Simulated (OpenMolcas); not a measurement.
# Energy and gradient calculation of N2O

N2O, computed with M06-2X/cc-pVTZ, RKS (OpenMolcas 26.06).

The geometry comes from this level: PBE0-D4/def2-TZVP.

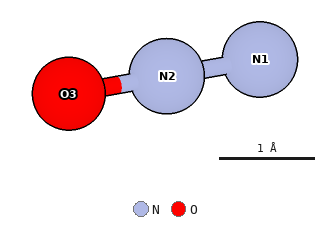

The input geometry (ball-and-stick view, seen at an oblique angle; atoms are numbered from 1 in the order of the input). Bond lengths as drawn: N–N 1.12 Å and N–O 1.17 Å.

**The input**
```
&GATEWAY
  BasLib=$CurrDir
  Coord
  3
  angstrom
  N       -0.511700       1.001300      -0.167900
  N       -0.008400       0.016500      -0.002800
  O        0.520100      -1.017800       0.170700
  Basis=cc-pVTZ
  Group=NoSym

&SEWARD
  GridInput
  Grid=UltraFine
  End of Grid

&SCF
  KSDFT=M062X
  Thresholds=1e-10 1e-07 1e-07 1e-05
  PrOrbitals=0

&ALASKA
```

Run on 1 thread of Arm Neoverse V1, 24 GiB of memory available, shared host.

Run as:
```bash
export MOLCAS_MEM=1860
pymolcas run.inp > run.log
```

**Output**
```
--- Start Module: gateway ---

                                              &GATEWAY

                       available to each process: 1.9 GB of memory, 1 thread

 Basis Set     1 Label: N.CC-PVTZ
 Basis set is read from library:.
 basistype.tbl is not found

 Basis Set     2 Label: O.CC-PVTZ
 Basis set is read from library:.
 basistype.tbl is not found

++    Symmetry information:
      ---------------------

                    Character Table for C1

                             E
                    a        1  x, y, xy, Rz, z, xz, Ry, yz, Rx, I
--

++    Basis set information:
      ----------------------

      Basis set label: N.CC-PVTZ.........

      Electronic valence basis set:
      ------------------
      Associated Effective Charge   7.000000 au
      Associated Actual Charge      7.000000 au
      Nuclear Model: Point charge

      Shell  nPrim  nBasis  Cartesian Spherical Contaminant
         s      10       4        X
         p       5       3        X
         d       2       2                 X
         f       1       1                 X

      Basis set label: O.CC-PVTZ.........

      Electronic valence basis set:
      ------------------
      Associated Effective Charge   8.000000 au
      Associated Actual Charge      8.000000 au
      Nuclear Model: Point charge

      Shell  nPrim  nBasis  Cartesian Spherical Contaminant
         s      10       4        X
         p       5       3        X
         d       2       2                 X
         f       1       1                 X
--

++    Molecular structure info:
      -------------------------

                    ************************************************
                    **** Cartesian Coordinates / bohr, angstrom ****
                    ************************************************

     Center  Label                x              y              z                     x              y              z
        1      N1              -0.966973       1.892183      -0.317285             -0.511700       1.001300      -0.167900
        2      N2              -0.015874       0.031180      -0.005291             -0.008400       0.016500      -0.002800
        3      O3               0.982847      -1.923363       0.322576              0.520100      -1.017800       0.170700

                    ***************************************
                    *    InterNuclear Distances / bohr    *
                    ***************************************

               1 N1            2 N2            3 O3
    1 N1       0.000000
    2 N2       2.113116        0.000000
    3 O3       4.332391        2.219275        0.000000

                    *******************************************
                    *    InterNuclear Distances / angstrom    *
                    *******************************************

               1 N1            2 N2            3 O3
    1 N1       0.000000
    2 N2       1.118213        0.000000
    3 O3       2.292602        1.174390        0.000000

                    **************************************
                    *    Valence Bond Angles / degree    *
                    **************************************
                          Atom centers                 Phi
                      1 N1       2 N2       3 O3       179.99
--

            Nuclear Potential Energy             61.34786172 au

--- Stop Module: gateway /rc=_RC_ALL_IS_WELL_ ---

--- Start Module: seward ---

                                              &SEWARD

                       available to each process: 1.9 GB of memory, 1 thread

               SEWARD will generate:
                  Multipole Moment integrals up to order  2
                  Kinetic Energy integrals
                  Nuclear Attraction integrals (point charge)
                  One-Electron Hamiltonian integrals
                  Velocity integrals
                  Orbital angular momentum around (  0.0445  -0.0871   0.0146 )
                  Velocity quadrupole around (  0.0445  -0.0871   0.0146 )
                  Two-Electron Repulsion integrals

                   Integrals are discarded if absolute value <: 1.00E-14
                   Integral cutoff threshold is set to       <: 1.00E-16

            Nuclear Potential Energy             61.34786172 au

      Basis set specifications :
      Symmetry species         a
      Basis functions           90

--- Stop Module: seward /rc=_RC_ALL_IS_WELL_ ---
--- Module seward spent 2 seconds ---

--- Start Module: scf ---

                                                &SCF

                       available to each process: 1.9 GB of memory, 1 thread

 ###############################################################################
 ###     Minimized-density-differences option turned off!                    ###
 ###############################################################################
++    Input section:
      --------------

      Header of the integral files:

      Cartesian coordinates in angstrom:
      -----------------------------------------------------
      No.  Label        X            Y            Z
      -----------------------------------------------------
       1   N1        -0.51170000   1.00130000  -0.16790000
       2   N2        -0.00840000   0.01650000  -0.00280000
       3   O3         0.52010000  -1.01780000   0.17070000
      -----------------------------------------------------
      Nuclear repulsion energy =   61.34786172
--

++    Orbital specifications:
      -----------------------

      Symmetry species               1
                                     a
      Frozen orbitals                0
      Occupied orbitals             11
      Secondary orbitals            79
      Deleted orbitals               0
      Total number of orbitals      90
      Number of basis functions     90
--

      Molecular charge                           0.000

      Numerical integration parameters
      --------------------------------
      Radial quadrature type:                         MHL
      Size of radial grid:                            99
      Lebedev angular grid:                           41
      Angular grid pruned with the crowding factor:  1.00E+10
                                 and fading factor:  1.00E+01
      Screening threshold for integral computation:   1.00E-11
      Radial quadrature accuracy:                     1.00E-25
      Maximum batch size:                             128
      AO values are stored on disk
      The same grid will be used for all iterations.

      DFT functional specifications
      -----------------------------
      Using Libxc version: 6.2.2
      Please cite the following reference:
      S. Lehtola, C. Steigemann, M. J.T. Oliveira, and M. A.L. Marques.,  SoftwareX 7, 1–5 (2018) doi:10.1016/j.softx.2017.11.002

      * Minnesota M06-2X hybrid exchange functional
        - Y. Zhao and D. G. Truhlar.,  Theor. Chem. Acc. 120, 215 (2008) doi:10.1007/s00214-007-0310-x
      * Minnesota M06-2X correlation functional
        - Y. Zhao and D. G. Truhlar.,  Theor. Chem. Acc. 120, 215 (2008) doi:10.1007/s00214-007-0310-x

++    Optimization specifications:
      ----------------------------

      SCF Algorithm: Conventional
      D(i)-D(i-1) density differences are used
      Number of density matrices in core                 5
      Maximum number of NDDO SCF iterations            400
      Maximum number of HF SCF iterations              400
      Threshold for SCF energy change             1.00E-10
      Threshold for density matrix                1.00E-07
      Threshold for Fock matrix                   1.00E-07
      Threshold for linear dependence             1.00E-09
      Threshold at which DIIS is turned on        1.50E-01
      Maximum depth in the DIIS procedure                5
      Maximum depth in the BFGS Hessian update          30
      Threshold at which QNR/C2DIIS is turned on  7.50E-02
      Threshold for Norm(delta) (QNR/C2DIIS)      1.00E-05
      All orbitals punched on: SCFORB
--

      Input vectors read from INPORB
      Orbital file label: *Guess orbitals

++ Convergence information
                                   M062X      iterations: Energy and convergence statistics

Iter     Tot. M062X      One-elec.       Two-elec.     Energy      Max Dij or  Max Fij      DNorm      TNorm      AccCon     Time
         Energy          Energy          Energy        Change      Delta Norm                                                in Sec.
   1  -184.005030512  -378.398900431   133.046008203   0.00E+00    6.44E-01*   2.80E-01*    6.84E+00   1.25E+02   None         2.
   2  -183.729788153  -386.878199392   141.800549524   2.75E-01*   1.75E-01*   1.69E-01*    4.95E+00   1.30E+02   EDIIS        1.
   3  -184.620008914  -382.791388771   136.823518141  -8.90E-01*   3.71E-01*   9.63E-02*    1.72E+00   1.28E+02   EDIIS        1.
   4  -184.501595126  -383.529187271   137.679730430   1.18E-01*   8.64E-02*   4.75E-02*    1.60E+00   1.28E+02   EDIIS        1.
   5  -184.655069035  -382.686006897   136.683076147  -1.53E-01*   3.26E-02*   1.23E-02*    4.34E-01   1.28E+02   c2DIIS       1.
   6  -184.662536624  -382.860860426   136.850462087  -7.47E-03*   3.98E-02*   1.59E-02*    1.99E-01   1.28E+02   QNRc2DIIS    1.
   7  -184.661369224  -382.556603671   136.547372732   1.17E-03*   2.32E-02*   2.27E-02*    2.28E-01   1.28E+02   QNRc2DIIS    1.
   8  -184.663814370  -382.669769535   136.658093450  -2.45E-03*   2.44E-03*   1.55E-03*    1.28E-01   1.28E+02   QNRc2DIIS    1.
   9  -184.663830167  -382.679512793   136.667820910  -1.58E-05*   6.54E-04*   4.63E-04*    1.42E-02   1.28E+02   QNRc2DIIS    1.
  10  -184.663832007  -382.691565178   136.679871456  -1.84E-06*   7.20E-05*   1.92E-05*    4.81E-03   1.28E+02   QNRc2DIIS    1.
  11  -184.663832013  -382.691626709   136.679932981  -6.21E-09*   1.67E-05*   1.13E-05*    6.34E-04   1.28E+02   QNRc2DIIS    1.
  12  -184.663832014  -382.691547799   136.679854070  -9.05E-10*   1.08E-06    5.37E-07*    1.66E-04   1.28E+02   QNRc2DIIS    1.
  13  -184.663832014  -382.691544878   136.679851148  -2.90E-12    3.13E-07    1.17E-07*    7.88E-06   1.28E+02   QNRc2DIIS    1.
  14  -184.663832014  -382.691545710   136.679851981  -1.14E-13    5.02E-08    2.68E-08     2.58E-06   1.28E+02   QNRc2DIIS    1.

       Convergence after  14 Iterations
--

 *****************************************************************************************************************************
 *                                             SCF/KS-DFT Program, Final results                                             *
 *                                                       Final Results                                                       *
 *****************************************************************************************************************************

::    Total KS-DFT energy                            -184.6638320138
      One-electron energy                            -382.6915457103
      Two-electron energy                             136.6798519811
      Nuclear repulsion energy                         61.3478617154
      Kinetic energy (interpolated)                   183.7809566193
      Virial theorem                                    1.0048039547
      Total spin, S(S+1)                                0.0000000000
      Total spin, S                                     0.0000000000
      Max non-diagonal density matrix element           0.0000000486
      Max non-diagonal Fock matrix element              0.0000000062

      No orbitals printed

++    Molecular charges:
      ------------------

      Mulliken charges per centre
      ---------------------------

                N1      N2      O3
      Total    7.1582  6.6223  8.2195

      N-E     -0.1582  0.3777 -0.2195

      Total electronic charge=   22.000000

      Total            charge=   -0.000000
--

++    Molecular properties:
      ---------------------

      Charge (e):
                      =   -0.0000
      Dipole Moment (debye):
      Origin of the operator (angstrom)=    0.0235   -0.0461    0.0077
                   X= -9.1014E-02               Y=  1.7824E-01               Z= -2.9963E-02           Total=  2.0236E-01
      Quadrupole Moment (debye*angstrom):
      Origin of the operator (angstrom)=    0.0235   -0.0461    0.0077
                  XX= -1.5983E+01              XY=  1.5446E+00              XZ= -2.5903E-01              YY= -1.8216E+01
                  YZ=  5.0689E-01              ZZ= -1.5278E+01
      In traceless form (debye*angstrom)
                  XX=  7.6449E-01              XY=  2.3169E+00              XZ= -3.8855E-01              YY= -2.5855E+00
                  YZ=  7.6034E-01              ZZ=  1.8210E+00
--

--- Stop Module: scf /rc=_RC_ALL_IS_WELL_ ---
--- Module scf spent 19 seconds ---

--- Start Module: alaska ---

                                              &ALASKA

                       available to each process: 1.9 GB of memory, 1 thread

                     Threshold for contributions to the gradient: 1.000E-07

                    ********************************************
                    * Symmetry Adapted Cartesian Displacements *
                    ********************************************

           Irreducible representation : a
           Basis function(s) of irrep: x, y, xy, Rz, z, xz, Ry, yz, Rx, I

 Basis Label        Type   Center Phase
   1   N1           x         1     1
   2   N1           y         1     1
   3   N1           z         1     1
   4   N2           x         2     1
   5   N2           y         2     1
   6   N2           z         2     1
   7   O3           x         3     1
   8   O3           y         3     1
   9   O3           z         3     1

                     No automatic utilization of translational and rotational invariance of the energy is employed.

 Rotational correction to the DFT gradient is turned off due to close-to-degeneracy problems!

 DFT contribution computed for a moving grid.

 Conventional ERI gradients!

 **************************************************
 *              Molecular gradients               *
 **************************************************

  Irreducible representation: a
 ------------------------------------------------------------------------------------------
                              X                       Y                       Z
 ------------------------------------------------------------------------------------------
  N1               -7.12476686955199E-03    1.39271278673583E-02   -2.32754979985517E-03
  N2                1.01334201460640E-02   -1.98020684966281E-02    3.30609329845274E-03
  O3               -3.00865327650968E-03    5.87494062931881E-03   -9.78543498591389E-04
 ------------------------------------------------------------------------------------------

--- Stop Module: alaska /rc=_RC_ALL_IS_WELL_ ---
--- Module alaska spent 3 seconds ---

.##################.
.# Happy landing! #.
.##################.

    Timing: Wall=25.22 User=22.81 System=2.40
```

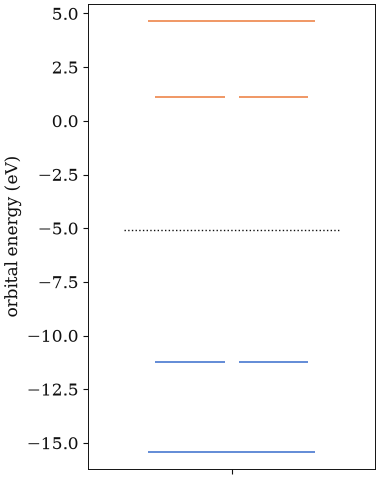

Orbital energies near the frontier; the dotted line parts filled from empty levels, and levels within 0.02 eV of each other stand side by side. Highest filled −11.25 eV, lowest empty 1.10 eV, 12.35 eV apart.

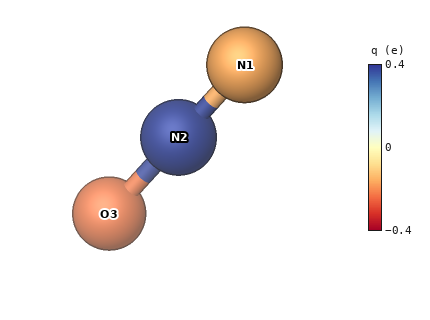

Mulliken charges, as the colour of each atom (ball-and-stick view, seen at an oblique angle; atoms are numbered from 1 in the order of the input). By element: N −0.16 to +0.38 and O −0.22 e.

**Key numbers**

| quantity | value |
| --- | --- |
| outcome | converged |
| total energy | −184.663832 hartree |
| basis functions | 90 |
| largest force | 1.156 eV/Å |
| HOMO | −11.25 eV |
| LUMO | 1.10 eV |
| dipole moment | 0.20 debye |
| wall time | 26 s |
| peak memory | 0.49 GiB |
